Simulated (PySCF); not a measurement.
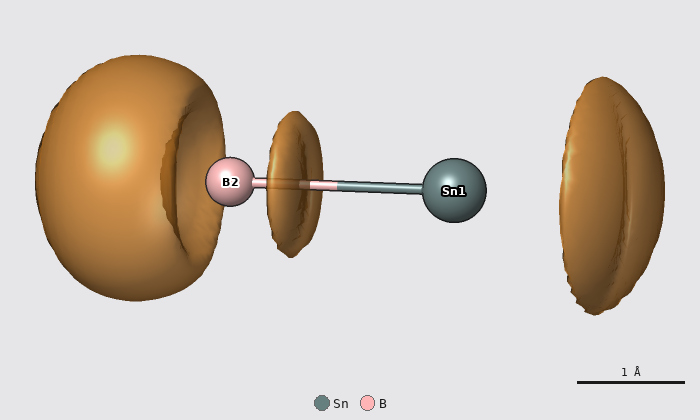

The picture shows: SnB (quartet). Isosurface of the ELF at 0.85 (orange), seen from one side. Core shells and regions of very low density are left out.

Core potentials replace the inner electrons of Sn.

Computed with PySCF 2.14.0, PBE0/aug-cc-pVDZ(-PP), non-relativistic Hamiltonian with scalar-relativistic core potentials where named, at a bond length of 2.193 Å.

What do the ELF domains correspond to?

The ELF exceeds this value in one lobe of the valence shell of B pointing towards Sn (polar bonds), one lobe on B, pointing away from the bonds (non-bonding electrons) and one lobe on Sn, pointing away from the bonds (non-bonding electrons). Profiles from the grid: Sn–B (2.19 Å): the ELF peaks at about 0.90 in the valence shell of B, 0.7 Å from its nucleus, and drops to about 0.20 between the two atoms.
